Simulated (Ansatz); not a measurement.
MnO₂ (space group P4_2/mnm, No. 136). Coordinates: the geometry relaxed at fixed volume with DFT PBE+U, scalar-relativistic, plane waves, PAW (Ansatz).

```
Mn O
1.0
     4.25350    0.00000    0.00000
     0.00000    4.25350    0.00000
     0.00000    0.00000    2.84225
Mn O
2 4
Cartesian
  0.0000 0.0000 0.0000
  2.1268 2.1268 1.4211
  1.2946 1.2946 0.0000
  0.8322 3.4213 1.4211
  2.9589 2.9589 0.0000
  3.4213 0.8322 1.4211
```

Describe how the polyhedra about Mn are linked (bonds: Mn–O below 2.1 Å).

Mn: MnO6 octahedron, sharing corners with eight neighbours and edges with two neighbours.

They form a three-dimensional framework of corner- and edge-sharing octahedra.

Centre to centre across a shared corner: 3.33 Å; across a shared edge: 2.84 Å.

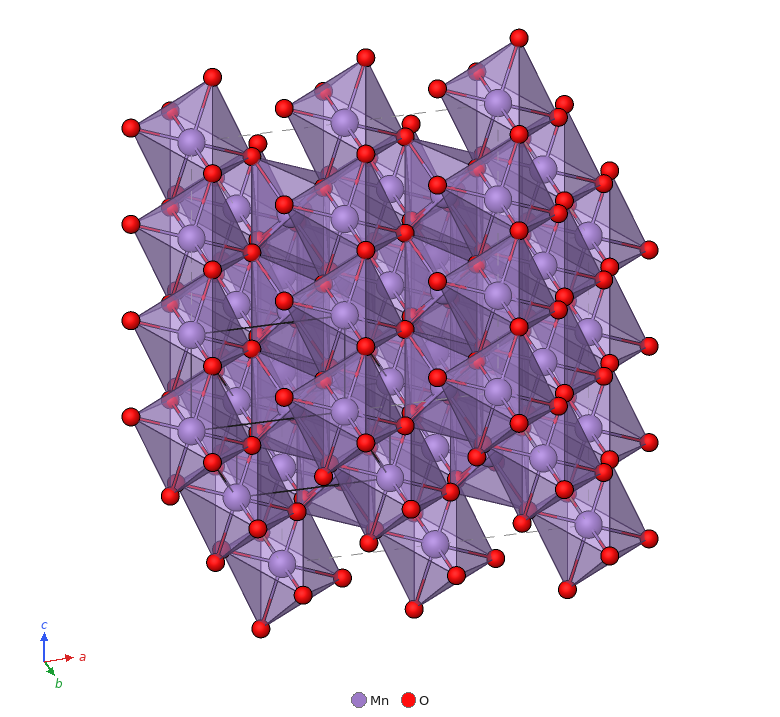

Polyhedra are drawn about Mn (bonds: Mn–O below 2.1 Å); other atoms are plain spheres.
